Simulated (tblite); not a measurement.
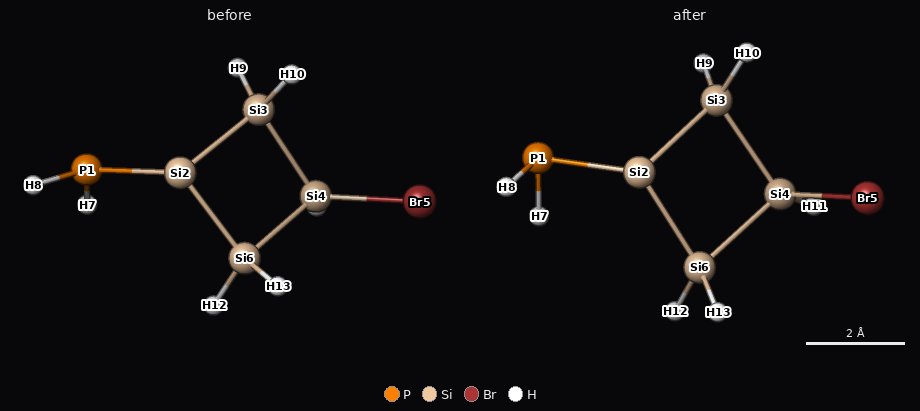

The structure of Si$_{4}$PH$_{7}$Br (multiplicity 2) before (left) and after (right) a relaxation, at one scale.

A ball-and-stick model, seen face on.

Level of theory: GFN2-xTB geometry optimisation, gas phase (tblite). 

**Describe what moved and what it gained.**

After 105 geometry steps the energy has fallen by 149.2 kJ/mol. The largest moves after the best rigid fit, 0.79 Å, are those of H7 and H11. By element the largest moves are H 0.79 Å, Br 0.71 Å, Si 0.38 Å, P 0.35 Å. Some distances before and after: Si3–Si6 3.077 → 3.447 Å, Si2–Si6 2.229 → 2.400 Å, Si2–Si3 2.228 → 2.381 Å, Si4–Si6 2.226 → 2.356 Å. Among the angles between lasting bonds that change: H7–P1–H8 114.8° → 91.5°, Si2–P1–H7 114.2° → 93.6°, Si2–P1–H8 110.6° → 95.0°. The run took 1.1 s on 1 thread of Arm Neoverse V2, on a shared host.
